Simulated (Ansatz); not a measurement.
HfNH₄BrCl₂O: nudged elastic band

HfNH₄BrCl₂O, computed with RHF/def2-SVP (Ansatz 0.2.0).

It belongs to a series of runs on one base structure; here: band between the two ends. Figures and captions count atoms from 1; the log counts them from 0 in places.

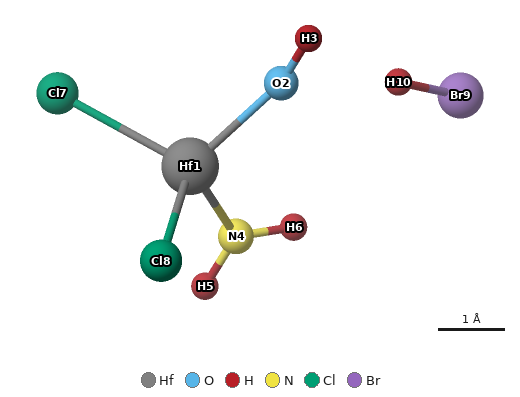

Figure 1. The input geometry (ball-and-stick view, seen at a tilt; atoms are numbered from 1 in the order of the input). Sticks mark near contacts.

Summary:

```tsv
quantity	value
outcome	converged
barrier, forward	0.507 eV
barrier, backward	1.438 eV
hardware	4 threads of Intel Xeon @ 2.50GHz (Skylake/Cascade Lake), 12 GiB of memory available, shared host
wall time	6.2 min (CPU time 23 min)
peak memory	0.52 GiB
```

The order of the saddle point was not checked.

Input:
```yaml
crystal:
  periodic: [false, false, false]
  atoms:
    - { symbol: Hf, position_ang: [-0.268813, -0.301916, -0.228577] }
    - { symbol: O, position_ang: [-0.507997, 0.38114, 1.560464] }
    - { symbol: H, position_ang: [-0.966942, 0.513647, 2.372641] }
    - { symbol: "N", position_ang: [1.620858, 0.19126, -0.736633] }
    - { symbol: H, position_ang: [2.076467, -0.030765, -1.606683] }
    - { symbol: H, position_ang: [2.268093, 0.710069, -0.166064] }
    - { symbol: Cl, position_ang: [-1.819887, 0.709641, -1.750368] }
    - { symbol: Cl, position_ang: [-0.546556, -2.681188, -0.308738] }
    - { symbol: Br, position_ang: [2.485835, 2.395225, 2.611896] }
    - { symbol: H, position_ang: [1.288243, 1.694287, 2.358563] }
basis:
  gaussian: { orbitals: def2-SVP }
hamiltonian:
  xc: hf
neb:
  order_check: false
  images: 5
  f_tol: 0.05
  max_iterations: 60
  final_atoms:
    - { symbol: Hf, position_ang: [0.56324968, 0.42653425, 0.13875622] }
    - { symbol: O, position_ang: [-0.66793922, 0.50252582, 2.17427461] }
    - { symbol: H, position_ang: [-1.24902214, -0.18548726, 2.47471979] }
    - { symbol: "N", position_ang: [1.98608058, 0.02952791, -1.22948854] }
    - { symbol: H, position_ang: [2.06743752, -0.82610274, -1.75162489] }
    - { symbol: H, position_ang: [2.73586677, 0.64678984, -1.49128257] }
    - { symbol: Cl, position_ang: [-1.15520565, 1.62831436, -1.01586024] }
    - { symbol: Cl, position_ang: [-0.06558701, -1.89392241, 0.44244786] }
    - { symbol: Br, position_ang: [2.01021488, 2.0730372, 1.5293497] }
    - { symbol: H, position_ang: [-0.59579442, 1.18018305, 2.83520906] }
  initial_path:
    images:
      - { positions_ang: [[-0.268813, -0.301916, -0.228577], [-0.507997, 0.38114, 1.560464], [-0.966942, 0.513647, 2.372641], [1.620858, 0.19126, -0.736633], [2.076467, -0.030765, -1.606683], [2.268093, 0.710069, -0.166064], [-1.819887, 0.709641, -1.750368], [-0.546556, -2.681188, -0.308738], [2.485835, 2.395225, 2.611896], [1.288243, 1.694287, 2.358563]] }
      - { positions_ang: [[-0.17144734, -0.21966563, -0.14535121], [-0.33453473, 0.28294122, 1.85261707], [-0.93829943, 0.2669665, 2.51140525], [1.7829576, 0.1346438, -0.72814423], [2.27031456, -0.31233122, -1.35015057], [2.36400966, 0.79171778, -0.42287769], [-1.63846355, 1.09873124, -1.4798256], [-0.71108444, -2.52806989, -0.43824288], [1.98789631, 2.48728228, 2.01232018], [1.01795235, 1.57918393, 2.29475068]] }
      - { positions_ang: [[-0.07408168, -0.13741527, -0.06212542], [-0.16107245, 0.18474244, 2.14477014], [-0.90965685, 0.02028599, 2.6501695], [1.94505719, 0.0780276, -0.71965546], [2.46416212, -0.59389743, -1.09361814], [2.45992632, 0.87336656, -0.67969138], [-1.45704009, 1.48782147, -1.20928321], [-0.87561288, -2.37495177, -0.56774777], [1.48995762, 2.57933956, 1.41274437], [0.7476617, 1.46408086, 2.23093836]] }
      - { positions_ang: [[0.02328399, -0.0551649, 0.02110036], [0.01238982, 0.08654366, 2.43692321], [-0.88101428, -0.22639451, 2.78893376], [2.10715679, 0.02141141, -0.71116669], [2.65800968, -0.87546365, -0.83708571], [2.55584298, 0.95501533, -0.93650507], [-1.27561664, 1.87691171, -0.93874081], [-1.04014132, -2.22183366, -0.69725265], [0.99201893, 2.67139684, 0.81316855], [0.47737105, 1.34897778, 2.16712605]] }
      - { positions_ang: [[0.20327255, 0.10540148, 0.06031898], [-0.21438652, 0.22520438, 2.34937367], [-1.00368357, -0.21275876, 2.68419577], [2.06679805, 0.02411691, -0.88394064], [2.46115229, -0.85901001, -1.1419321], [2.61585091, 0.8522735, -1.1214309], [-1.23547964, 1.79404593, -0.96444728], [-0.71528988, -2.11252991, -0.31735248], [1.33141758, 2.47194362, 1.0518956], [0.11964923, 1.29271287, 2.38982038]] }
      - { positions_ang: [[0.38326111, 0.26596786, 0.0995376], [-0.44116287, 0.3638651, 2.26182414], [-1.12635285, -0.19912301, 2.57945778], [2.02643932, 0.02682241, -1.05671459], [2.26429491, -0.84255638, -1.4467785], [2.67585884, 0.74953167, -1.30635674], [-1.19534265, 1.71118014, -0.99015376], [-0.39043845, -2.00322616, 0.06254769], [1.67081623, 2.27249041, 1.29062265], [-0.2380726, 1.23644796, 2.61251472]] }
      - { positions_ang: [[0.56324968, 0.42653425, 0.13875622], [-0.66793922, 0.50252582, 2.17427461], [-1.24902214, -0.18548726, 2.47471979], [1.98608058, 0.02952791, -1.22948854], [2.06743752, -0.82610274, -1.75162489], [2.73586677, 0.64678984, -1.49128257], [-1.15520565, 1.62831436, -1.01586024], [-0.06558701, -1.89392241, 0.44244786], [2.01021488, 2.0730372, 1.5293497], [-0.59579442, 1.18018305, 2.83520906]] }
```

Launch command:
```bash
ansatz run input.yaml --threads 4 --pin off --max-ram 5120MiB --backend cpu --events-out ev --progress --plain --runs-dir out
```

The program's output:
```
Engine: ansatz 0.2.0, x86_64-unknown-linux-gnu
Functional definition: HF
  exchange = exact_x
  correlation = 0
1531 factors; integrals over basis functions are off by at most 2.6e-4 eV
mean field evaluation 1: about -99863.0422 eV, gradient 5.2e1 eV
mean field evaluation 2: about -99863.1459 eV, gradient 5.2e1 eV
mean field evaluation 4: about -99868.9396 eV, gradient 3.4e0 eV
mean field evaluation 8: about -99869.0028 eV, gradient 3.3e-1 eV
mean field -99869.00318144 eV, -3670.1181732764 hartree, gradient 2.1e-5 eV, S^2 0.000000; 0 other end points of the search recorded, 0 dependent functions left out
the calculation of the forces begins
reference -99869.00318144 eV, -3670.1181732764 hartree; 50, 50 occupied and 98, 98 virtual orbitals, 1531 factors
1533 factors; integrals over basis functions are off by at most 1.2e-3 eV
mean field evaluation 16: about -99864.5549 eV, gradient 4.7e1 eV
mean field -99869.93414345 eV, -3670.1523854990 hartree, gradient 8.4e-5 eV, S^2 0.000000; 0 other end points of the search recorded, 0 dependent functions left out
[... from here on the field's lines of each further geometry are left out, up to the last ...]
NEB iter   1: max|band force component| = 6.930e0 eV/Å  barrier→ = 3.7951 eV  barrier← = 4.7260 eV  Δτ_max = 0.2000 Å  (276 SCF iters)
NEB iter   2: max|band force component| = 2.422e0 eV/Å  barrier→ = 1.6795 eV  barrier← = 2.6105 eV  Δτ_max = 0.2000 Å  (205 SCF iters)
NEB iter   3: max|band force component| = 1.784e0 eV/Å  barrier→ = 0.4791 eV  barrier← = 1.4100 eV  Δτ_max = 0.1989 Å  (204 SCF iters)
NEB iter   4: max|band force component| = 8.102e-1 eV/Å  barrier→ = 0.2086 eV  barrier← = 1.1396 eV  Δτ_max = 0.1997 Å  (193 SCF iters)
NEB iter   5: max|band force component| = 1.174e0 eV/Å  barrier→ = 0.4760 eV  barrier← = 1.4070 eV  Δτ_max = 0.1004 Å  (186 SCF iters)
NEB iter   6: max|band force component| = 5.717e-1 eV/Å  barrier→ = 0.4458 eV  barrier← = 1.3767 eV  Δτ_max = 0.0954 Å  (190 SCF iters)
NEB iter   7: max|band force component| = 5.815e-1 eV/Å  barrier→ = 0.3269 eV  barrier← = 1.2579 eV  Δτ_max = 0.0479 Å  (187 SCF iters)
NEB iter   8: max|band force component| = 7.293e-1 eV/Å  barrier→ = 0.2960 eV  barrier← = 1.2270 eV  CI = image 3  Δτ_max = 0.0963 Å  (195 SCF iters)
NEB iter   9: max|band force component| = 5.781e-1 eV/Å  barrier→ = 0.4253 eV  barrier← = 1.3563 eV  CI = image 3  Δτ_max = 0.1939 Å  (190 SCF iters)
NEB iter  10: max|band force component| = 5.990e-1 eV/Å  barrier→ = 0.6263 eV  barrier← = 1.5573 eV  CI = image 3  Δτ_max = 0.1925 Å  (188 SCF iters)
NEB iter  11: max|band force component| = 3.231e-1 eV/Å  barrier→ = 0.6148 eV  barrier← = 1.5458 eV  CI = image 3  Δτ_max = 0.1870 Å  (190 SCF iters)
NEB iter  12: max|band force component| = 5.314e-1 eV/Å  barrier→ = 0.6020 eV  barrier← = 1.5330 eV  CI = image 3  Δτ_max = 0.0942 Å  (175 SCF iters)
NEB iter  13: max|band force component| = 2.001e-1 eV/Å  barrier→ = 0.5825 eV  barrier← = 1.5135 eV  CI = image 3  Δτ_max = 0.0470 Å  (189 SCF iters)
NEB iter  14: max|band force component| = 1.988e-1 eV/Å  barrier→ = 0.5671 eV  barrier← = 1.4981 eV  CI = image 3  Δτ_max = 0.0235 Å  (185 SCF iters)
NEB iter  15: max|band force component| = 1.901e-1 eV/Å  barrier→ = 0.5613 eV  barrier← = 1.4923 eV  CI = image 3  Δτ_max = 0.0470 Å  (175 SCF iters)
NEB iter  16: max|band force component| = 1.570e-1 eV/Å  barrier→ = 0.5529 eV  barrier← = 1.4838 eV  CI = image 3  Δτ_max = 0.0940 Å  (159 SCF iters)
NEB iter  17: max|band force component| = 1.014e-1 eV/Å  barrier→ = 0.5393 eV  barrier← = 1.4702 eV  CI = image 3  Δτ_max = 0.0941 Å  (182 SCF iters)
NEB iter  18: max|band force component| = 1.094e-1 eV/Å  barrier→ = 0.5259 eV  barrier← = 1.4569 eV  CI = image 3  Δτ_max = 0.0470 Å  (184 SCF iters)
NEB iter  19: max|band force component| = 9.485e-2 eV/Å  barrier→ = 0.5206 eV  barrier← = 1.4515 eV  CI = image 3  Δτ_max = 0.0471 Å  (183 SCF iters)
NEB iter  20: max|band force component| = 6.530e-2 eV/Å  barrier→ = 0.5138 eV  barrier← = 1.4448 eV  CI = image 3  Δτ_max = 0.0469 Å  (183 SCF iters)
NEB iter  21: max|band force component| = 4.771e-2 eV/Å  barrier→ = 0.5101 eV  barrier← = 1.4410 eV  CI = image 3  Δτ_max = 0.0468 Å  (186 SCF iters)
NEB iter  22: max|band force component| = 1.093e-1 eV/Å  barrier→ = 0.5080 eV  barrier← = 1.4390 eV  CI = image 3  Δτ_max = 0.0470 Å  (39 SCF iters)
NEB iter  23: max|band force component| = 8.493e-2 eV/Å  barrier→ = 0.5075 eV  barrier← = 1.4385 eV  CI = image 3  Δτ_max = 0.0196 Å  (186 SCF iters)
the calculation of the forces begins
reference -99869.90944593 eV, -3670.1514778821 hartree; 50, 50 occupied and 98, 98 virtual orbitals, 1534 factors
1531 factors; integrals over basis functions are off by at most 1.4e-3 eV
mean field -99868.49581422 eV, -3670.0995278749 hartree, gradient 8.0e-6 eV, S^2 0.000000; 1 other end points of the search recorded, 0 dependent functions left out
the calculation of the forces begins
reference -99868.49581422 eV, -3670.0995278749 hartree; 50, 50 occupied and 98, 98 virtual orbitals, 1531 factors
NEB iter  24: max|band force component| = 4.086e-2 eV/Å  barrier→ = 0.5074 eV  barrier← = 1.4383 eV  CI = image 3  Δτ_max = 0.0000 Å  (385 SCF iters)
```

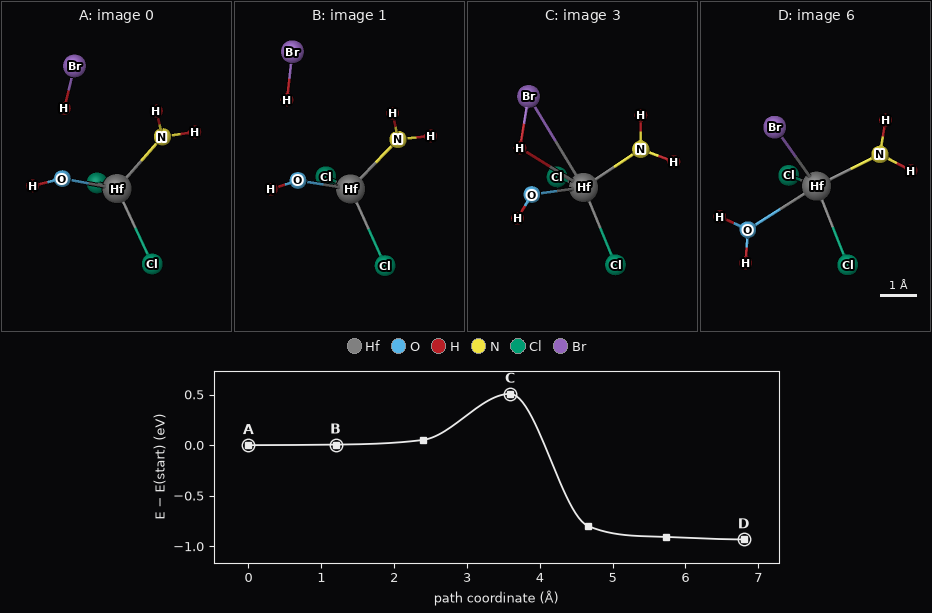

Figure 2. Images of the last band (counted from 0; ball-and-stick, seen at a tilt) above the energy along the path; the line is a cubic interpolation that uses the forces. The highest image is number 3, 0.507 eV above the start and 1.438 eV above the end (the climbing image); the end lies 0.931 eV below the start. The path is 6.80 Å long. The band converged in 24 iterations.

```
Total energy: -99868.49581422 eV, -3670.0995278749 hartree
Atom 0 at     0.040990     0.137786    -0.023187 Å, force     0.003014    -0.011394    -0.000852 eV/Å
Atom 1 at    -0.197334     0.261761     2.015040 Å, force     0.002918     0.014329    -0.005148 eV/Å
Atom 2 at    -0.570733    -0.236482     2.728421 Å, force     0.000374    -0.009690    -0.004641 eV/Å
Atom 3 at     1.929954    -0.015314    -0.710663 Å, force    -0.022206    -0.001732     0.004804 eV/Å
Atom 4 at     2.281466    -0.784059    -1.256568 Å, force     0.002677    -0.002489    -0.000358 eV/Å
Atom 5 at     2.662077     0.661638    -0.581957 Å, force     0.006591     0.006988     0.003558 eV/Å
Atom 6 at    -1.409070     1.510371    -1.338170 Å, force     0.001518    -0.000071     0.001442 eV/Å
Atom 7 at    -0.736292    -2.080771    -0.382513 Å, force     0.000574     0.001220     0.000807 eV/Å
Atom 8 at     1.190335     2.667527     1.489503 Å, force    -0.000058    -0.001216     0.005246 eV/Å
Atom 9 at     0.437909     1.458944     2.166594 Å, force     0.004600     0.004056    -0.004856 eV/Å
Dipole moment:     0.319119    -0.365355     0.481498 e Å
this run last wrote the band of iteration 24 to [file]; this run last wrote the band within `neb.f_tol` of iteration 21 to [file]
```

The last band as extended XYZ (Å, eV, eV/Å):
```
10
Properties=species:S:1:pos:R:3:forces:R:3 image=0 energy=-99869.00318
Hf   -0.2688   -0.3019   -0.2286    0.0054   0.0058   0.0070
O    -0.5080    0.3811    1.5605    0.0016  -0.0060  -0.0093
H    -0.9669    0.5136    2.3726   -0.0040   0.0019   0.0054
N     1.6209    0.1913   -0.7366    0.0035   0.0030   0.0014
H     2.0765   -0.0308   -1.6067   -0.0030  -0.0002   0.0008
H     2.2681    0.7101   -0.1661   -0.0040  -0.0041  -0.0039
Cl   -1.8199    0.7096   -1.7504   -0.0001  -0.0013  -0.0010
Cl   -0.5466   -2.6812   -0.3087    0.0004   0.0019   0.0007
Br    2.4858    2.3952    2.6119    0.0042   0.0016   0.0029
H     1.2882    1.6943    2.3586   -0.0041  -0.0027  -0.0039
10
Properties=species:S:1:pos:R:3:forces:R:3 image=1 energy=-99868.99774
Hf   -0.2307   -0.3138   -0.1965    0.0012   0.0015   0.0048
O    -0.3793    0.1651    1.6654    0.0012   0.0032  -0.0044
H    -0.7236    0.1437    2.5421   -0.0024   0.0000  -0.0008
N     1.7011    0.0095   -0.6839    0.0400   0.0014  -0.0161
H     2.1352   -0.2174   -1.5641   -0.0203   0.0050   0.0109
H     2.3906    0.4557   -0.1016   -0.0236  -0.0050   0.0035
Cl   -1.6590    1.0815   -1.5238   -0.0019  -0.0032  -0.0027
Cl   -0.7899   -2.6098   -0.5902    0.0008  -0.0021   0.0012
Br    2.1184    2.9008    2.3249    0.0053  -0.0012   0.0041
H     1.0664    1.9662    2.2343   -0.0002   0.0005  -0.0005
10
Properties=species:S:1:pos:R:3:forces:R:3 image=2 energy=-99868.95182
Hf   -0.1226   -0.2223   -0.1123   -0.0137  -0.0437  -0.0118
O    -0.2719    0.0621    1.7985   -0.0039   0.0022  -0.0222
H    -0.5674   -0.1252    2.6733   -0.0003  -0.0019  -0.0082
N     1.8181   -0.0774   -0.6623   -0.0074  -0.0082   0.0169
H     2.2551   -0.6481   -1.3676   -0.0013   0.0248  -0.0081
H     2.5000    0.5749   -0.3120   -0.0209  -0.0147   0.0195
Cl   -1.4657    1.4046   -1.2543   -0.0064  -0.0136   0.0068
Cl   -0.8383   -2.4233   -0.6891   -0.0085  -0.0378  -0.0303
Br    1.5560    3.0664    1.8110    0.0363   0.0425   0.0342
H     0.7661    1.9698    2.2213    0.0261   0.0504   0.0033
10
Properties=species:S:1:pos:R:3:forces:R:3 image=3 energy=-99868.49581
Hf    0.0410    0.1378   -0.0232    0.0030  -0.0114  -0.0009
O    -0.1973    0.2618    2.0150    0.0029   0.0143  -0.0051
H    -0.5707   -0.2365    2.7284    0.0004  -0.0097  -0.0046
N     1.9300   -0.0153   -0.7107   -0.0222  -0.0017   0.0048
H     2.2815   -0.7841   -1.2566    0.0027  -0.0025  -0.0004
H     2.6621    0.6616   -0.5820    0.0066   0.0070   0.0036
Cl   -1.4091    1.5104   -1.3382    0.0015  -0.0001   0.0014
Cl   -0.7363   -2.0808   -0.3825    0.0006   0.0012   0.0008
Br    1.1903    2.6675    1.4895   -0.0001  -0.0012   0.0052
H     0.4379    1.4589    2.1666    0.0046   0.0041  -0.0049
10
Properties=species:S:1:pos:R:3:forces:R:3 image=4 energy=-99869.80079
Hf    0.1972    0.4787   -0.0491    0.0816   0.1347  -0.0166
O    -0.2310    0.2848    2.1624   -0.0205   0.0065   0.0553
H    -0.6092   -0.3952    2.7056   -0.0101  -0.0664  -0.0094
N     1.9807   -0.0080   -0.8284    0.0222   0.0031  -0.0594
H     2.2222   -0.8464   -1.3270   -0.0146  -0.0128  -0.0055
H     2.7760    0.6056   -0.7807    0.0290  -0.0149  -0.0664
Cl   -1.3480    1.5782   -1.4998    0.0188   0.0033  -0.0796
Cl   -0.7219   -1.7717   -0.0852    0.0283   0.1090   0.1394
Br    1.2370    2.6421    1.1414   -0.0002   0.0102  -0.1570
H     0.1262    1.0134    2.6671   -0.1346  -0.1726   0.1992
10
Properties=species:S:1:pos:R:3:forces:R:3 image=5 energy=-99869.90945
Hf    0.3949    0.5118    0.0457    0.0061  -0.0010   0.0003
O    -0.4601    0.3867    2.2079   -0.0073   0.0011   0.0007
H    -0.9387   -0.3612    2.5465   -0.0088   0.0016  -0.0040
N     2.0036    0.0046   -1.0512    0.0016   0.0037  -0.0071
H     2.1240   -0.8680   -1.5359   -0.0019  -0.0012  -0.0047
H     2.8129    0.5838   -1.1950   -0.0013   0.0002  -0.0101
Cl   -1.2407    1.6284   -1.2858    0.0024  -0.0014   0.0060
Cl   -0.4282   -1.7781    0.2005    0.0112  -0.0016   0.0097
Br    1.6424    2.4532    1.2807    0.0089  -0.0037   0.0036
H    -0.2809    1.0203    2.8931   -0.0109   0.0021   0.0056
10
Properties=species:S:1:pos:R:3:forces:R:3 image=6 energy=-99869.93414
Hf    0.5633    0.4265    0.1388    0.0025   0.0014  -0.0040
O    -0.6679    0.5025    2.1743   -0.0034  -0.0001   0.0041
H    -1.2490   -0.1855    2.4747    0.0012  -0.0002  -0.0019
N     1.9861    0.0295   -1.2295   -0.0133   0.0044   0.0133
H     2.0674   -0.8261   -1.7516    0.0068  -0.0001  -0.0054
H     2.7359    0.6468   -1.4913    0.0036  -0.0046  -0.0056
Cl   -1.1552    1.6283   -1.0159    0.0013  -0.0004   0.0012
Cl   -0.0656   -1.8939    0.4424    0.0004  -0.0003   0.0001
Br    2.0102    2.0730    1.5293   -0.0011  -0.0002   0.0002
H    -0.5958    1.1802    2.8352    0.0019   0.0002  -0.0021
```
